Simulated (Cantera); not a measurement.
Feed: 1 mol trisilylamine, 1.6 mol NH₃, held at 13.3 mbar.

These are equilibrium values from Cantera (NASA tables, ideal gas, pure condensed phases), not measurements of a reactor. Candidate condensed phases: Si, Si₃N₄; 18 gas species. The feed counts by its element totals alone. Mutual solubility and eutectic melting of coexisting phases are not modelled. The tables' values for SiN are old estimates; treat these amounts as uncertain. Gases not in the tables: Si₂H₆ and higher silanes. Equilibrium is a limit: real reactors are often held back by kinetics, nucleation or transport.

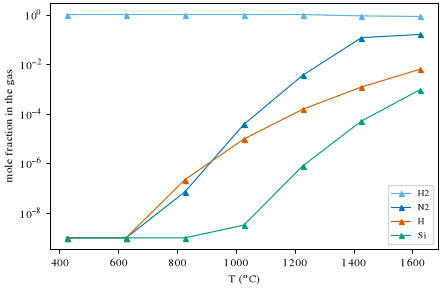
*Equilibrium gas composition (values under 1e-9 drawn at 1e-9)*

From 427 °C to 1227 °C the condensed part is Si(s) + Si₃N₄(s). At 1427 °C the condensed part is Si(l) + Si₃N₄(s). At 1627 °C the condensed part is Si(l).
